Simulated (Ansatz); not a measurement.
## Changed inputs in constrained RPA: KCoBr3 (cubic perovskite) (Pm-3m)

Aim: hold the target of a cRPA run on KCoBr3 (cubic perovskite) (Pm-3m) and move one thing at a time.

Program: Ansatz 0.2.0. Level of theory: constrained RPA on PBE, plane waves, PAW. Results are calculated unless marked as measured.

The structure was built from a prototype and need not be the compound's stable phase.

## Step 1: The starting structure

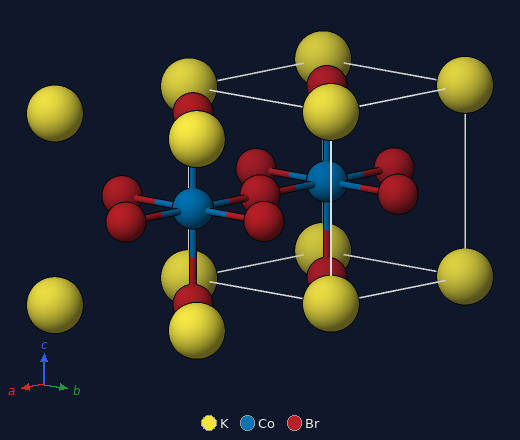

The cell as given, from a free direction (potassium yellow, cobalt blue, bromine red). 2×1×1 cells are drawn. Some periodic images of atoms are drawn too.

The structure was relaxed with PBE. The structure type comes from a generator and need not be one that this composition takes. The structure was generated from a model, not taken from a measurement. The runs that relaxed it are not among those shown. The program's search for lower electronic states was switched off, so nothing shows that the state found is the lowest. The default PAW set here is soft_2. Its files were made with PBE.

## Step 2: Base: Co d, bands v4 to c1, 4×4×4 mesh, medium accuracy

Constrained RPA screens the interaction with every transition except those inside the target bands, which a later many-body model would treat itself.

input.yaml reads:

```yaml
crystal:
  lattice:
    - [0.0, -5.0437755, 0.0]
    - [0.0, 0.0, 5.0437755]
    - [-5.0437755, 0.0, 0.0]
  atoms:
    - { symbol: K, position: [0.0, 0.0, 0.0] }
    - { symbol: Co, position: [0.5, 0.5, 0.5] }
    - { symbol: Br, position: [0.5, 0.5, 0.0] }
    - { symbol: Br, position: [0.5, 0.0, 0.5] }
    - { symbol: Br, position: [0.0, 0.5, 0.5] }
kpoints:
  mp_grid: { grid: [6, 6, 6] }
hamiltonian:
  xc: pbe
scf:
  occupations: { method: gaussian, width: 0.08 }
  n_extra_bands: 19
  max_iter: 150
  lower_state_search: "off"
output:
  crpa:
    kmesh: [4, 4, 4]
    target_bands: [v4, c1]
    projections: [{ species: Co, l: d, shell: 3 }]
  local_orbitals:
    kmesh: [8, 8, 8]
    orbitals: [{ species: Co, l: d, shell: 3 }]
    window: { bands: [v4, c1] }
    seedname: lo
```

Command:

```console
$ ansatz run input.yaml --threads 4 --pin off --max-ram 9216MiB --backend cpu --events-out ev --progress --plain --runs-dir out
```

Numbers of over 12 decimals in the logs are rounded to 6 here.

The log of the run:

```text
scf.n_extra_bands = 19 over 24 filled bands (N_el = 47.0): the run solves 43 bands
Engine: ansatz 0.2.0, aarch64-unknown-linux-gnu
Pseudopotentials: kind: paw
Pseudopotential: K, paw, valence charge 9, recommended cutoff 420 eV (normal), K.paw.azcp
Pseudopotential: Co, paw, valence charge 17, recommended cutoff 420 eV (normal), Co.paw.azcp
Pseudopotential: Br, paw, valence charge 7, recommended cutoff 420 eV (normal), Br.paw.azcp
Functional definition: PBE
  parameter kappa = 0.804
  parameter beta = 0.066725
  exchange = pbe_x(kappa = kappa, mu = beta*pi^2/3)
  correlation = pbe_c(beta = beta)
Crystal: 5 atoms, lattice volume = 128.312 Å³
Basis set: ecut = 420 eV, 2517 PW (Γ)
Bands: 43, of which v1, the nominal top of the filled ones, is band 24 counted from 1 (23 counted from 0)
Symmetry: 48 space group operations
Space group: Pm-3m (ITA 221), of the structure as read, at distance tolerance 5.0e-5 Å
k-points: 20 of 216
Non-local potential: K, projectors of the file, l = 0: 3, l = 1: 2, l = 2: 2
Non-local potential: Co, projectors of the file, l = 0: 3, l = 1: 2, l = 2: 3, l = 3: 1
Non-local potential: Br, projectors of the file, l = 0: 2, l = 1: 2, l = 2: 2
PAW form: soft (Blöchl's): semilocal exchange-correlation on the pseudo side does not see the compensation charge
PAW one-centre angular grid: K, 110 points (default); XC on 64 Gauss nodes
PAW one-centre angular grid: Co, 590 points (default); XC on 64 Gauss nodes
PAW one-centre angular grid: Br, 110 points (default); XC on 64 Gauss nodes
Initial density: superposition of atomic densities (neutral atoms: chi_scale 0, normalization atom), corrected by the library's trained network
Initial wavefunctions: pseudopotential atomic-orbital guess
Functional: x = pbe(κ = 0.804, μ = 0.219515), c = pbe(β = 0.066725)
SCF iter   1: F=—  HF=-15016.999849 eV  |F-HF|=—  |Δ(HF+E_count)|=         —  Δρ=1.06e-2  dr2=3.90e-2  ethr=1.77e-3  ⟨swp⟩=6.4  Hψ=4188  notcnv=0  defer=150
preconditioner: auto → LDOS  [insulator: Δε(μ)=0.121 eV  Ē_g=14.240 eV  σ=0.080 eV  W_gap=0.58  n_scr=26 (ndim 8)  ℏωp=19.9 eV  f_vac=0.022  D(μ)=2.97/eV (n_scr^D=18)  ε∞_Penn≈3.0  β→1.0]
SCF iter   2: F=—  HF=-15016.997723 eV  |F-HF|=—  |Δ(HF+E_count)|=   2.13e-3  Δρ=3.28e-3  dr2=7.05e-3  ethr=8.30e-5  ⟨swp⟩=2.4  Hψ=1378  notcnv=0  defer=221
SCF iter   3: F=—  HF=-15016.996936 eV  |F-HF|=—  |Δ(HF+E_count)|=   7.87e-4  Δρ=1.95e-3  dr2=2.37e-3  ethr=1.50e-5  ⟨swp⟩=2.0  Hψ=1119  notcnv=0  defer=221
SCF iter   4: F=—  HF=-15016.996349 eV  |F-HF|=—  |Δ(HF+E_count)|=   5.86e-4  Δρ=4.34e-4  dr2=1.26e-4  ethr=5.05e-6  ⟨swp⟩=2.6  Hψ=914  notcnv=0  defer=221
SCF iter   5: F=—  HF=-15016.996299 eV  |F-HF|=—  |Δ(HF+E_count)|=   5.08e-5  Δρ=7.28e-5  dr2=1.14e-5  ethr=2.67e-7  ⟨swp⟩=2.0  Hψ=1086  notcnv=0  defer=221
SCF iter   6: F=—  HF=-15016.996297 eV  |F-HF|=—  |Δ(HF+E_count)|=   1.76e-6  Δρ=5.32e-5  dr2=3.61e-6  ethr=2.42e-8  ⟨swp⟩=1.4  Hψ=706  notcnv=0  defer=221
SCF iter   7: F=-15016.996296 eV  HF=-15016.996296 eV  |F-HF|=1.75e-8  |Δ(HF+E_count)|=   4.80e-7  Δρ=4.49e-6  dr2=2.46e-8  ethr=2.13e-10  ⟨swp⟩=11.0  Hψ=4685  notcnv=0
SCF 1 converged in 7 iterations: F = -15016.996296 eV  dr2 = 2.46e-8
[...]
NSCF: frozen V_eff on 38 k-points
NSCF: frozen V_eff on 10 k-points
[...]
cRPA screening: q 1/64
cRPA screening: q 2/64
cRPA screening: q 8/64 (q-point 3)
cRPA screening: q 11/64 (q-point 6)
cRPA screening: q 23/64 (q-point 7)
cRPA screening: q 35/64 (q-point 11)
cRPA screening: q 38/64 (q-point 22)
cRPA screening: q 46/64 (q-point 23)
cRPA screening: q 58/64 (q-point 27)
cRPA screening: q 64/64 (q-point 43)
SCF converged after 7 iterations
Free energy (F): -15016.996296 eV
Harris-Foulkes:  -15016.996296 eV  (|F-HF|=1.75e-8)
Internal energy: -15016.984293 eV  (E = F + TS)
E sigma→0 (E₀):  -15016.990295 eV
Entropy (-TS):   -0.012003 eV (-2.401 meV/atom)
Fermi energy:    5.345107 eV
--- Per-component energies (eV) ---
  E_band       = -563.117162
  E_kinetic    = 1103.669730
  E_local      = -6046.225422  (includes V_loc(G=0)·N_el)
  E_nonlocal   = 689.633867
  E_hartree    = 2464.210145
  E_xc         = -1084.757912
  E_vxc        = -677.014233  (∫ρ·V_xc dr)
  E_paw        = -9042.734980  (= ΣΔE_a)
  E_vpaw       = -561.613797  (= ΣTr[D̂ρ^β])
  E_aug_tail   = 0.000118  (compensation charges beyond the density's cutoff)
  E_ewald      = -3100.779840
  E_smearing   = -0.012003  (= −TS)
  E_closure    = 0.000000  (closes the sum)
  Σ components = -15016.996296   (vs F -15016.996296, Δ=0.00e0)
--- Band table (eV; the first three rows and the last of 20) ---
  k-point 0: bands = [... 20 lower, 4.5398, 4.5398, 4.5398, 4.8004, 4.8004, 7.6682, 9.0672, 10.4766, ... 15 higher]
  k-point 1: bands = [... 20 lower, 4.5425, 4.8011, 4.8077, 4.8077, 5.1224, 8.2080, 9.5090, 10.6931, ... 15 higher]
  k-point 2: bands = [... 20 lower, 4.5479, 4.8023, 5.1153, 5.1153, 5.3574, 9.5599, 10.5196, 11.2196, ... 15 higher]
  k-point 19: bands = [... 20 lower, 5.2598, 5.2598, 5.2598, 7.2337, 7.2337, 9.8997, 10.7024, 10.7024, ... 15 higher]
--- cRPA (band scheme, projected local orbitals): target bands 21..25 (1-based), 5 Wannier function(s), 4×4×4 mesh, 50 bands' worth read of 55 solved, ecut_chi 136.0 eV, v(q+G=0) probe_charge, pair densities all_electron ---
  bands read: the sum over 50 bands ends inside a degenerate multiplet in 7 slots, whose members it reads at an even weight; the widest, k=0: bands 50 to 52 (counted from 1) at 1/3 each
  χ-basis size per q: N_G = 446..480
  window electrons = 7.0000, filled by tetrahedron_uncorrected; constrained ε̄⁻¹(q = 0, 0) head = 0.245035; min gauge Gram eig = 0.5696
  Kanamori averages over each shell's own Wannier functions (sites counted from 0, functions from 1):
    Site 1, 3D, 5 of 5 d orbitals (Wannier functions 1, 2, 3, 4, 5; wannier90's mr 1, 2, 3, 4, 5):
      screened: U = 3.7388 eV, U' = 2.7757 eV, J = 0.4758 eV
      screened d-shell averages: U_bar = F0 = 2.9683 eV, J_bar = 0.6684 eV
      screened, to within: U = 4.0e-3 eV, U' = 4.0e-3 eV, J = 6.4e-4 eV
      screened d-shell averages, to within: U_bar = 3.0e-3 eV, J_bar = 8.9e-4 eV
      bare: V = 18.5692 eV, V' = 17.2883 eV, J = 0.6051 eV
      bare d-shell averages: V_bar = F0 = 17.5444 eV, J_bar = 0.8613 eV
  Hermiticity witness max|P − P†| over intra, direct and exchange elements: 1.07e-14 eV (screened), 3.55e-15 eV (bare)
  Reality witness max|Im| over intra, direct and exchange elements: 1.65e-18 eV (screened), 2.95e-19 eV (bare)
```

Elapsed: 2.9 min, on 4 threads of Arm Neoverse V2, shared host; peak memory 0.8 GiB; 11 min of CPU time.

In the SCF lines HF is the Harris–Foulkes energy and dr2 the Hartree energy of the density residual, in eV; the loop may stop once dr2 is under the threshold and the program's other checks hold. Hψ counts applications of the Hamiltonian.

Numbers from this step:

```
U                                                 : 3.739 eV
U prime (inter-orbital)                           : 2.776 eV
J                                                 : 0.4758 eV
bare V                                            : 18.57 eV
bare J                                            : 0.6051 eV
stated bound on U                                 : 0.003960 eV
U over bare V                                     : 0.2013
electrons in the window                           : 7.000
head of the constrained inverse dielectric matrix : 0.2450
least eigenvalue of the projection's overlap      : 0.5696
target functions                                  : 5
bands in the sums                                 : 50
r.m.s. miss of the model bands                    : 0.001864 eV
width of the target bands                         : 2.694 eV
weight of the projected orbitals in the window    : 0.8172
```

On the Co d shell, screening brings the on-site interaction from 18.6 eV down to U = 3.74 eV.

## Step 3: Changed: 2×2×2 mesh

input.yaml, as its differences from that of step 2:

```diff
@@ -22,9 +22,4 @@
   crpa:
-    kmesh: [4, 4, 4]
+    kmesh: [2, 2, 2]
     target_bands: [v4, c1]
     projections: [{ species: Co, l: d, shell: 3 }]
-  local_orbitals:
-    kmesh: [8, 8, 8]
-    orbitals: [{ species: Co, l: d, shell: 3 }]
-    window: { bands: [v4, c1] }
-    seedname: lo
```

The log of the run:

```text
[...]
Crystal: 5 atoms, lattice volume = 128.312 Å³
Basis set: ecut = 420 eV, 2517 PW (Γ)
Bands: 43, of which v1, the nominal top of the filled ones, is band 24 counted from 1 (23 counted from 0)
Symmetry: 48 space group operations
[...]
k-points: 20 of 216
[...]
SCF iter   1: F=—  HF=-15016.999849 eV  |F-HF|=—  |Δ(HF+E_count)|=         —  Δρ=1.06e-2  dr2=3.90e-2  ethr=1.77e-3  ⟨swp⟩=6.4  Hψ=4188  notcnv=0  defer=150
[...]
SCF iter   7: F=-15016.996296 eV  HF=-15016.996296 eV  |F-HF|=1.75e-8  |Δ(HF+E_count)|=   4.80e-7  Δρ=4.49e-6  dr2=2.46e-8  ethr=2.13e-10  ⟨swp⟩=11.0  Hψ=4685  notcnv=0
SCF 1 converged in 7 iterations: F = -15016.996296 eV  dr2 = 2.46e-8
[...]
NSCF: frozen V_eff on 4 k-points
[...]
cRPA screening: q 1/8
cRPA screening: q 2/8
cRPA screening: q 5/8 (q-point 4)
cRPA screening: q 8/8
SCF converged after 7 iterations
Free energy (F): -15016.996296 eV
[...]
Internal energy: -15016.984293 eV  (E = F + TS)
E sigma→0 (E₀):  -15016.990295 eV
Entropy (-TS):   -0.012003 eV (-2.401 meV/atom)
Fermi energy:    5.345107 eV
[...]
--- Band table (eV; the first three rows and the last of 20) ---
  k-point 0: bands = [... 20 lower, 4.5398, 4.5398, 4.5398, 4.8004, 4.8004, 7.6682, 9.0672, 10.4766, ... 15 higher]
  k-point 1: bands = [... 20 lower, 4.5425, 4.8011, 4.8077, 4.8077, 5.1224, 8.2080, 9.5090, 10.6931, ... 15 higher]
  k-point 2: bands = [... 20 lower, 4.5479, 4.8023, 5.1153, 5.1153, 5.3574, 9.5599, 10.5196, 11.2196, ... 15 higher]
  k-point 19: bands = [... 20 lower, 5.2598, 5.2598, 5.2598, 7.2337, 7.2337, 9.8997, 10.7024, 10.7024, ... 15 higher]
[...]
χ-basis size per q: N_G = 461..480
[...]
screened: U = 4.4169 eV, U' = 3.3721 eV, J = 0.5162 eV
      screened d-shell averages: U_bar = F0 = 3.5811 eV, J_bar = 0.7252 eV
      screened, to within: U = 4.8e-3 eV, U' = 4.8e-3 eV, J = 7.1e-4 eV
      screened d-shell averages, to within: U_bar = 3.7e-3 eV, J_bar = 9.9e-4 eV
      bare: V = 19.7938 eV, V' = 18.4529 eV, J = 0.6500 eV
      bare d-shell averages: V_bar = F0 = 18.7211 eV, J_bar = 0.9182 eV
[...]
```

Wall time 21 s (4 threads); peak memory 0.66 GiB.

This step gave:

```
U                                                 : 4.417 eV
U prime (inter-orbital)                           : 3.372 eV
J                                                 : 0.5162 eV
bare V                                            : 19.79 eV
bare J                                            : 0.6500 eV
stated bound on U                                 : 0.004748 eV
U over bare V                                     : 0.2231
electrons in the window                           : 7.000
head of the constrained inverse dielectric matrix : 0.1957
least eigenvalue of the projection's overlap      : 0.5696
target functions                                  : 5
bands in the sums                                 : 50
width of the target bands                         : 2.694 eV
weight of the projected orbitals in the window    : 0.8172
```

On the Co d shell, screening brings the on-site interaction from 19.8 eV down to U = 4.42 eV.

## Step 4: Changed: sums over states

input.yaml, as its differences from that of step 3:

```diff
@@ -22,4 +22,7 @@
   crpa:
-    kmesh: [2, 2, 2]
+    kmesh: [4, 4, 4]
     target_bands: [v4, c1]
     projections: [{ species: Co, l: d, shell: 3 }]
+    accuracy: sum_over_states
+    n_empty_bands: 48
+    ecut_chi: 136
```

The log of the run:

```text
[...]
Crystal: 5 atoms, lattice volume = 128.312 Å³
Basis set: ecut = 420 eV, 2517 PW (Γ)
Bands: 43, of which v1, the nominal top of the filled ones, is band 24 counted from 1 (23 counted from 0)
Symmetry: 48 space group operations
[...]
k-points: 20 of 216
[...]
χ-basis size per q: N_G = 446..480
[...]
U and J over all bands: no bound (output.crpa.accuracy: sum_over_states); those below are of the sums over the bands read on the sphere of ecut_chi, with what the atoms add
[...]
screened: U = 3.9600 eV, U' = 2.8858 eV, J = 0.5228 eV
      screened d-shell averages: U_bar = F0 = 3.1006 eV, J_bar = 0.7377 eV
      bare: V = 18.5692 eV, V' = 17.2883 eV, J = 0.6051 eV
      bare d-shell averages: V_bar = F0 = 17.5444 eV, J_bar = 0.8613 eV
[...]
[key lines of the parts left out:]
SCF converged after 7 iterations
Free energy (F): -15016.996296 eV
Fermi energy:    5.345107 eV
```

Elapsed: 12 s, on 4 threads; peak memory 0.7 GiB.

This variant gives U = 3.96 eV against 3.74 eV. It is a finite sum over empty states with no bound on its error and stays out of the table below.

## Step 5: Changed: sums over states on smooth products

input.yaml, as its differences from that of step 4:

```diff
@@ -26,2 +26,3 @@
     accuracy: sum_over_states
+    pair_densities: pseudo
     n_empty_bands: 48
```

The log of the run:

```text
[...]
Crystal: 5 atoms, lattice volume = 128.312 Å³
Basis set: ecut = 420 eV, 2517 PW (Γ)
Bands: 43, of which v1, the nominal top of the filled ones, is band 24 counted from 1 (23 counted from 0)
Symmetry: 48 space group operations
[...]
k-points: 20 of 216
[...]
k-point 19: bands = [... 20 lower, 5.2598, 5.2598, 5.2598, 7.2337, 7.2337, 9.8997, 10.7024, 10.7024, ... 15 higher]
[...]
χ-basis size per q: N_G = 446..480
[...]
screened: U = 4.2369 eV, U' = 3.0481 eV, J = 0.5807 eV
      screened d-shell averages: U_bar = F0 = 3.2859 eV, J_bar = 0.8184 eV
      bare: V = 18.5692 eV, V' = 17.2883 eV, J = 0.6051 eV
      bare d-shell averages: V_bar = F0 = 17.5444 eV, J_bar = 0.8613 eV
[...]
[key lines of the parts left out:]
SCF converged after 7 iterations
Free energy (F): -15016.996296 eV
Fermi energy:    5.345107 eV
```

Wall time 9.3 s (4 threads); peak memory 0.61 GiB.

This variant gives U = 4.24 eV against 3.74 eV. It is a finite sum over empty states with no bound on its error and stays out of the table below.

(Continued in part 2 of 2.)

[Paths, hosts, dates, memory and timing lines, banners, echoed tables and standing remarks are left out of the program output.]

[Logs are printed without paths, hosts, clocks, repeated set-up lines and the standing remarks that a program may print on its own settings, such as how far it seeks lower states.]

[Runs of the session that timed out or met a known fault of the program may be left out.]

[Hosts, paths, dates, database ids (printed as entryN), source tags and the programs' standing remarks are cut or masked in the printed files.]
